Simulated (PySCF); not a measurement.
# TaF4: other functionals and bases at one geometry

How far do other levels of theory move the description of TaF4, and what does each cost? The structure is generated, not taken from experiment.

Program: PySCF 2.14.0. Level of theory: several levels, as the steps say, no spin–orbit coupling. These are calculated values, not measurements.

1 further run of the same task is left out (for a known fault of the program).

### Step 1. The system as given

5 atoms, charge 0, spin multiplicity 2.

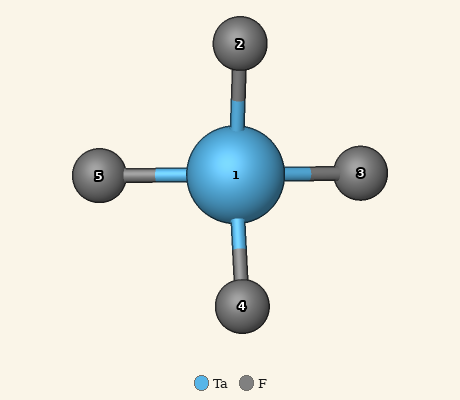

The structure; tantalum blue, fluorine grey; atoms are numbered from 1 in the order of the file.

As a file:

```xyz
5
charge 0, multiplicity 2
Ta    0.00000    0.00000    0.00000
F     1.75483    0.00000   -0.64641
F     0.00000    1.75483    0.64641
F    -1.75483    0.00000   -0.64641
F     0.00000   -1.75483    0.64641
```

Formal oxidation states: Ta +4. An earlier session relaxed this geometry at PBE0, Ta def2-SVP with ECP60, F def2-SVP (doublet, point group D2d).

At PBE0 on the finer grid: E = -455.932658 Eh, HOMO -6.70 eV, LUMO -2.72 eV (over both spins), ⟨S²⟩ = 0.751, Mulliken charge on Ta1 +1.32 e, largest force component 0.003 eV/Å. 

Levels to run: revPBE; PBE; wB97X; TPSS; PBE0, TZVP; PBE0, x2c-SVP. Hardware: 2 threads of Arm Neoverse V2, shared host.

### Step 2. revPBE

run.py (the lines that set the calculation)

```python
mol = gto.M(atom='''
Ta     0.00000     0.00000     0.00000
F      1.75483     0.00000    -0.64641
F      0.00000     1.75483     0.64641
F     -1.75483     0.00000    -0.64641
F      0.00000    -1.75483     0.64641''',
    basis={'Ta': 'def2-SVP', 'F': 'def2-SVP'},
    ecp={'Ta': 'def2-SVP'},
    charge=0, spin=1)
mf = dft.UKS(mol, xc='PBE_R,PBE')
mf.grids.atom_grid = (75, 302)
mf = mf.density_fit()  # fitting sets: Ta def2-universal-JKFIT, F def2-universal-JKFIT
mf.conv_tol = 1e-08; mf.max_cycle = 55
mf.kernel(dm0)  # dm0: the density of the relaxed state
```

Started as:

```sh
$ OMP_NUM_THREADS=2 python run.py
```

Output:

```text
init E= -456.252663758321
  HOMO = -0.200696659577  LUMO = -0.135213006772  gap/eV = 1.78190
cycle= 1 E= -456.246603161172  delta_E= 0.00606  |g|= 0.168  |ddm|= 0.259
  HOMO = -0.157238661919  LUMO = -0.0958828761805  gap/eV = 1.66958
cycle= 2 E= -456.184607332028  delta_E= 0.062  |g|= 0.427  |ddm|= 0.487
  HOMO = -0.184244098762  LUMO = -0.120998176973  gap/eV = 1.72101
cycle= 3 E= -456.258416548402  delta_E= -0.0738  |g|= 0.0171  |ddm|= 0.327
  HOMO = -0.189079806058  LUMO = -0.125399692211  gap/eV = 1.73282
cycle= 4 E= -456.25856818106  delta_E= -0.000152  |g|= 0.003  |ddm|= 0.0298
  HOMO = -0.188397487958  LUMO = -0.124600558679  gap/eV = 1.73600
cycle= 5 E= -456.25857278624  delta_E= -4.61e-06  |g|= 0.000358  |ddm|= 0.00368
  HOMO = -0.188359060698  LUMO = -0.124546907695  gap/eV = 1.73642
cycle= 6 E= -456.258572843526  delta_E= -5.73e-08  |g|= 3.28e-05  |ddm|= 0.00031
  HOMO = -0.188359151767  LUMO = -0.124542461767  gap/eV = 1.73654
cycle= 7 E= -456.258572843959  delta_E= -4.33e-10  |g|= 5.06e-06  |ddm|= 2.85e-05
  HOMO = -0.188360092869  LUMO = -0.124542989141  gap/eV = 1.73655
Extra cycle  E= -456.258572843909  delta_E= 5e-11  |g|= 1.32e-05  |ddm|= 1.32e-05
converged SCF energy = -456.258572843909  <S^2> = 0.75162873  2S+1 = 2.0016281
```

Run time: 3.4 s. Hardware: 2 threads of Arm Neoverse V2, shared host.

Result: E = -456.258573 Eh, HOMO -5.13 eV, LUMO -3.39 eV (over both spins), ⟨S²⟩ = 0.752, Mulliken charge on Ta1 +1.08 e, largest force component 0.604 eV/Å. 

### Step 3. PBE

Changes to run.py (the lines that set the calculation) since step 2:

```diff
@@ -9,3 +9,3 @@
     charge=0, spin=1)
-mf = dft.UKS(mol, xc='PBE_R,PBE')
+mf = dft.UKS(mol, xc='PBE')
 mf.grids.atom_grid = (75, 302)
```

Started as:

```sh
$ OMP_NUM_THREADS=2 python run.py
```

Output:

```text
init E= -455.988534538343
  HOMO = -0.201350233377  LUMO = -0.141213146501  gap/eV = 1.63641
cycle= 1 E= -455.982596392185  delta_E= 0.00594  |g|= 0.175  |ddm|= 0.267
  HOMO = -0.158872753015  LUMO = -0.102760228103  gap/eV = 1.52690
cycle= 2 E= -455.914830063536  delta_E= 0.0678  |g|= 0.448  |ddm|= 0.498
  HOMO = -0.186074716397  LUMO = -0.128360524309  gap/eV = 1.57048
cycle= 3 E= -455.995149644145  delta_E= -0.0803  |g|= 0.0162  |ddm|= 0.338
  HOMO = -0.190670434917  LUMO = -0.13261916001  gap/eV = 1.57966
cycle= 4 E= -455.995285306936  delta_E= -0.000136  |g|= 0.00333  |ddm|= 0.0288
  HOMO = -0.189918151452  LUMO = -0.131768701996  gap/eV = 1.58233
cycle= 5 E= -455.995291091576  delta_E= -5.78e-06  |g|= 0.000376  |ddm|= 0.00426
  HOMO = -0.189878870231  LUMO = -0.13171759908  gap/eV = 1.58265
cycle= 6 E= -455.995291154085  delta_E= -6.25e-08  |g|= 2.71e-05  |ddm|= 0.000309
  HOMO = -0.189878718835  LUMO = -0.131714736951  gap/eV = 1.58272
cycle= 7 E= -455.995291154351  delta_E= -2.67e-10  |g|= 3.88e-06  |ddm|= 2.1e-05
  HOMO = -0.189879595505  LUMO = -0.131715229865  gap/eV = 1.58273
Extra cycle  E= -455.995291154311  delta_E= 4.02e-11  |g|= 1.06e-05  |ddm|= 1.07e-05
converged SCF energy = -455.995291154311  <S^2> = 0.75139503  2S+1 = 2.0013945
```

It took 3.4 s on 2 threads of Arm Neoverse V2, shared host.

Read off: E = -455.995291 Eh, HOMO -5.17 eV, LUMO -3.58 eV (over both spins), ⟨S²⟩ = 0.751, Mulliken charge on Ta1 +1.05 e, largest force component 0.392 eV/Å. 

### Step 4. wB97X

Changes to run.py (the lines that set the calculation) since step 3:

```diff
@@ -9,3 +9,3 @@
     charge=0, spin=1)
-mf = dft.UKS(mol, xc='PBE')
+mf = dft.UKS(mol, xc='WB97X')
 mf.grids.atom_grid = (75, 302)
```

Started as:

```sh
$ OMP_NUM_THREADS=2 python run.py
```

Output:

```text
init E= -456.245461971542
  HOMO = -0.320927324883  LUMO = -0.0494823734824  gap/eV = 7.38639
cycle= 1 E= -456.247464901153  delta_E= -0.002  |g|= 0.024  |ddm|= 0.107
  HOMO = -0.328588220743  LUMO = -0.0532070253561  gap/eV = 7.49350
cycle= 2 E= -456.247513867027  delta_E= -4.9e-05  |g|= 0.0278  |ddm|= 0.0438
  HOMO = -0.326558671237  LUMO = -0.0507956570484  gap/eV = 7.50389
cycle= 3 E= -456.247782231577  delta_E= -0.000268  |g|= 0.00332  |ddm|= 0.0187
  HOMO = -0.326893611779  LUMO = -0.0499143694026  gap/eV = 7.53699
cycle= 4 E= -456.247799974782  delta_E= -1.77e-05  |g|= 0.000779  |ddm|= 0.0103
  HOMO = -0.327210426465  LUMO = -0.0498619192665  gap/eV = 7.54704
cycle= 5 E= -456.24780172208  delta_E= -1.75e-06  |g|= 0.000355  |ddm|= 0.00385
  HOMO = -0.327098022388  LUMO = -0.0496913207321  gap/eV = 7.54862
cycle= 6 E= -456.247801923233  delta_E= -2.01e-07  |g|= 5.75e-05  |ddm|= 0.00147
  HOMO = -0.327099252477  LUMO = -0.049684403638  gap/eV = 7.54884
cycle= 7 E= -456.24780193359  delta_E= -1.04e-08  |g|= 1.1e-05  |ddm|= 0.000427
  HOMO = -0.327099846446  LUMO = -0.0496846690208  gap/eV = 7.54885
cycle= 8 E= -456.247801933914  delta_E= -3.24e-10  |g|= 2.64e-06  |ddm|= 6.72e-05
  HOMO = -0.32709958055  LUMO = -0.0496841191734  gap/eV = 7.54886
Extra cycle  E= -456.247801933923  delta_E= -9.32e-12  |g|= 1.33e-06  |ddm|= 7.52e-06
converged SCF energy = -456.247801933923  <S^2> = 0.75119141  2S+1 = 2.0011911
```

Wall time 4.8 s (2 threads of Arm Neoverse V2, shared host).

Result: E = -456.247802 Eh, HOMO -8.90 eV, LUMO -1.35 eV (over both spins), ⟨S²⟩ = 0.751, Mulliken charge on Ta1 +1.33 e, largest force component 0.150 eV/Å. 

### Step 5. TPSS

Changes to run.py (the lines that set the calculation) since step 4:

```diff
@@ -9,3 +9,3 @@
     charge=0, spin=1)
-mf = dft.UKS(mol, xc='WB97X')
+mf = dft.UKS(mol, xc='TPSS')
 mf.grids.atom_grid = (75, 302)
```

Started as:

```sh
$ OMP_NUM_THREADS=2 python run.py
```

Output:

```text
init E= -456.362828868617
  HOMO = -0.20237040252  LUMO = -0.132637033355  gap/eV = 1.89754
cycle= 1 E= -456.362412666881  delta_E= 0.000416  |g|= 0.0936  |ddm|= 0.166
  HOMO = -0.174907259885  LUMO = -0.107280826597  gap/eV = 1.84021
cycle= 2 E= -456.343228749244  delta_E= 0.0192  |g|= 0.238  |ddm|= 0.276
  HOMO = -0.190572082927  LUMO = -0.122462246488  gap/eV = 1.85336
cycle= 3 E= -456.366235731488  delta_E= -0.023  |g|= 0.0114  |ddm|= 0.178
  HOMO = -0.193679896441  LUMO = -0.125392933698  gap/eV = 1.85818
cycle= 4 E= -456.366302557825  delta_E= -6.68e-05  |g|= 0.000585  |ddm|= 0.017
  HOMO = -0.193571853914  LUMO = -0.125278314083  gap/eV = 1.85836
cycle= 5 E= -456.366302711689  delta_E= -1.54e-07  |g|= 0.000143  |ddm|= 0.000871
  HOMO = -0.193558523378  LUMO = -0.125267595132  gap/eV = 1.85829
cycle= 6 E= -456.366302720353  delta_E= -8.66e-09  |g|= 1.32e-05  |ddm|= 0.000162
  HOMO = -0.193562686524  LUMO = -0.125272826563  gap/eV = 1.85826
Extra cycle  E= -456.366302720368  delta_E= -1.51e-11  |g|= 1.45e-05  |ddm|= 2.3e-05
converged SCF energy = -456.366302720368  <S^2> = 0.75135036  2S+1 = 2.0013499
```

Wall time 5.2 s (2 threads of Arm Neoverse V2, shared host).

Result: E = -456.366303 Eh, HOMO -5.27 eV, LUMO -3.41 eV (over both spins), ⟨S²⟩ = 0.751, Mulliken charge on Ta1 +1.17 e, largest force component 0.407 eV/Å. 

### Step 6. PBE0, TZVP

Basis: Ta def2-TZVP with ECP60, F def2-TZVP. 

run.py (the lines that set the calculation)

```python
mol = gto.M(atom='''
Ta     0.00000     0.00000     0.00000
F      1.75483     0.00000    -0.64641
F      0.00000     1.75483     0.64641
F     -1.75483     0.00000    -0.64641
F      0.00000    -1.75483     0.64641''',
    basis={'Ta': 'def2-TZVP', 'F': 'def2-TZVP'},
    ecp={'Ta': 'def2-TZVP'},
    charge=0, spin=1)
mf = dft.UKS(mol, xc='PBE0')
mf.grids.atom_grid = (75, 302)
mf = mf.density_fit()  # fitting sets: Ta def2-universal-JKFIT, F def2-universal-JKFIT
mf.conv_tol = 1e-08; mf.max_cycle = 55
mf.kernel(dm0)  # dm0: free metal ions and neutral atoms
```

Started as:

```sh
$ OMP_NUM_THREADS=2 python run.py
```

Output:

```text
init E= -467.166923583141
  HOMO = -0.149938392637  LUMO = -0.120026672684  gap/eV = 0.81394
cycle= 1 E= -455.918354948896  delta_E= 11.2  |g|= 1.49  |ddm|= 1.61
  HOMO = -0.187384459943  LUMO = -0.0690110582572  gap/eV = 3.22110
cycle= 2 E= -455.268225609102  delta_E= 0.65  |g|= 2.05  |ddm|= 1.26
  HOMO = -0.266676474846  LUMO = -0.130379914093  gap/eV = 3.70882
cycle= 3 E= -456.429174919398  delta_E= -1.16  |g|= 0.144  |ddm|= 0.919
  HOMO = -0.229428935248  LUMO = -0.0880769746959  gap/eV = 3.84638
cycle= 4 E= -456.435197329676  delta_E= -0.00602  |g|= 0.0686  |ddm|= 0.163
  HOMO = -0.246137886753  LUMO = -0.101507658421  gap/eV = 3.93559
cycle= 5 E= -456.437392691558  delta_E= -0.0022  |g|= 0.00359  |ddm|= 0.0718
  HOMO = -0.245745845991  LUMO = -0.100341054211  gap/eV = 3.95667
cycle= 6 E= -456.437403748871  delta_E= -1.11e-05  |g|= 0.000829  |ddm|= 0.00667
  HOMO = -0.245739808903  LUMO = -0.100154587515  gap/eV = 3.96158
cycle= 7 E= -456.437404509553  delta_E= -7.61e-07  |g|= 0.000242  |ddm|= 0.00216
  HOMO = -0.245746252497  LUMO = -0.100132327602  gap/eV = 3.96236
cycle= 8 E= -456.437404575542  delta_E= -6.6e-08  |g|= 7.93e-05  |ddm|= 0.000775
  HOMO = -0.245739417138  LUMO = -0.100133460838  gap/eV = 3.96214
cycle= 9 E= -456.437404578635  delta_E= -3.09e-09  |g|= 1.07e-05  |ddm|= 8.38e-05
  HOMO = -0.245739309177  LUMO = -0.100135213117  gap/eV = 3.96209
Extra cycle  E= -456.437404578737  delta_E= -1.02e-10  |g|= 1.19e-05  |ddm|= 2.05e-05
converged SCF energy = -456.437404578737  <S^2> = 0.75151071  2S+1 = 2.0015101
```

Wall time 10 s (2 threads of Arm Neoverse V2, shared host).

Read off: E = -456.437405 Eh, HOMO -6.69 eV, LUMO -2.72 eV (over both spins), ⟨S²⟩ = 0.752, Mulliken charge on Ta1 +1.49 e, largest force component 0.197 eV/Å. 

### Step 7. PBE0, x2c-SVP

Basis: Ta x2c-SVPall, F x2c-SVPall. All electrons are treated, with the spin-free X2C Hamiltonian.

run.py (the lines that set the calculation)

```python
mol = gto.M(atom='''
Ta     0.00000     0.00000     0.00000
F      1.75483     0.00000    -0.64641
F      0.00000     1.75483     0.64641
F     -1.75483     0.00000    -0.64641
F      0.00000    -1.75483     0.64641''',
    basis={'Ta': 'x2c-SVPall', 'F': 'x2c-SVPall'},
    nucmod='G',
    charge=0, spin=1)
mf = dft.UKS(mol, xc='PBE0')
mf.grids.atom_grid = (99, 590)
mf = mf.density_fit()  # fitting sets: Ta AutoAux, F AutoAux
mf = mf.sfx2c1e()
mf.conv_tol = 1e-08; mf.max_cycle = 55
mf.kernel(dm0)  # dm0: free metal ions and neutral atoms
```

Started as:

```sh
$ OMP_NUM_THREADS=2 python run.py
```

Output:

```text
init E= -16015.107100862
  HOMO = -0.150719103638  LUMO = -0.122183651125  gap/eV = 0.77649
cycle= 1 E= -16003.1809119287  delta_E= 11.9  |g|= 1.29  |ddm|= 2.23
  HOMO = -0.185467148803  LUMO = -0.0695124924946  gap/eV = 3.15529
cycle= 2 E= -16002.5753070336  delta_E= 0.606  |g|=  1.8  |ddm|= 1.73
  HOMO = -0.273020121461  LUMO = -0.138744174835  gap/eV = 3.65383
cycle= 3 E= -16003.6900659792  delta_E= -1.11  |g|= 0.116  |ddm|= 1.16
  HOMO = -0.249701638989  LUMO = -0.109425620239  gap/eV = 3.81710
cycle= 4 E= -16003.693519261  delta_E= -0.00345  |g|= 0.0397  |ddm|= 0.102
  HOMO = -0.257402110158  LUMO = -0.113942887355  gap/eV = 3.90372
cycle= 5 E= -16003.6939813936  delta_E= -0.000462  |g|= 0.00168  |ddm|= 0.0375
  HOMO = -0.256974502317  LUMO = -0.112987780153  gap/eV = 3.91808
cycle= 6 E= -16003.6939864335  delta_E= -5.04e-06  |g|= 0.00111  |ddm|= 0.00612
  HOMO = -0.257218742274  LUMO = -0.113136172197  gap/eV = 3.92069
cycle= 7 E= -16003.6939872154  delta_E= -7.82e-07  |g|= 0.000225  |ddm|= 0.00185
  HOMO = -0.2571782023  LUMO = -0.113081112194  gap/eV = 3.92108
cycle= 8 E= -16003.6939872686  delta_E= -5.32e-08  |g|= 4.74e-05  |ddm|= 0.000636
  HOMO = -0.257173679835  LUMO = -0.113085707255  gap/eV = 3.92083
cycle= 9 E= -16003.6939872711  delta_E= -2.46e-09  |g|= 1.15e-05  |ddm|= 0.0001
  HOMO = -0.257172889295  LUMO = -0.11308648699  gap/eV = 3.92079
Extra cycle  E= -16003.6939872711  delta_E= -9.09e-11  |g|= 1.27e-05  |ddm|= 2.46e-05
converged SCF energy = -16003.6939872711  <S^2> = 0.7513109  2S+1 = 2.0013105
```

It took 23 s on 2 threads of Arm Neoverse V2, shared host.

Result: E = -16003.693987 Eh, HOMO -7.00 eV, LUMO -3.08 eV (over both spins), ⟨S²⟩ = 0.751, Mulliken charge on Ta1 +1.32 e, largest force component 0.786 eV/Å. 

### Step 8. All levels side by side

| level | state | HOMO (eV) | gap (eV) | charge on Ta1 (e) | dipole (D) | largest force (eV/Å) | basis functions | time |
| --- | --- | --- | --- | --- | --- | --- | --- | --- |
| PBE0 (relaxed here) | doublet | -6.70 | 3.97 | 1.32 | 0.00 | 0.00 | 88 | 12 s |
| revPBE | doublet | -5.13 | 1.74 | 1.08 | 0.00 | 0.60 | 88 | 3.4 s |
| PBE | doublet | -5.17 | 1.58 | 1.05 | 0.00 | 0.39 | 88 | 3.4 s |
| wB97X | doublet | -8.90 | 7.55 | 1.33 | 0.00 | 0.15 | 88 | 4.8 s |
| TPSS | doublet | -5.27 | 1.86 | 1.17 | 0.00 | 0.41 | 88 | 5.2 s |
| PBE0, TZVP | doublet | -6.69 | 3.96 | 1.49 | 0.00 | 0.20 | 164 | 10 s |
| PBE0, x2c-SVP | doublet | -7.00 | 3.92 | 1.32 | 0.00 | 0.79 | 122 | 23 s |

Times are on 2 threads of Arm Neoverse V2, shared host; the first row also made further properties.

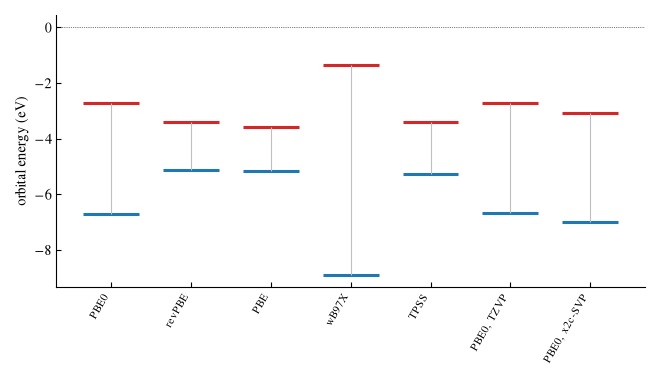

Highest filled and lowest empty level, method by method.

In one basis the HOMO–LUMO gap runs from 1.58 eV (PBE) to 7.55 eV (wB97X). The largest leftover force, 0.79 eV/Å with PBE0, x2c-SVP, stands at a geometry relaxed at another level. The Mulliken charge on Ta spans +1.05 to +1.49 e over the levels. Total energies of different levels can't be compared. Spin–orbit coupling is left out throughout.
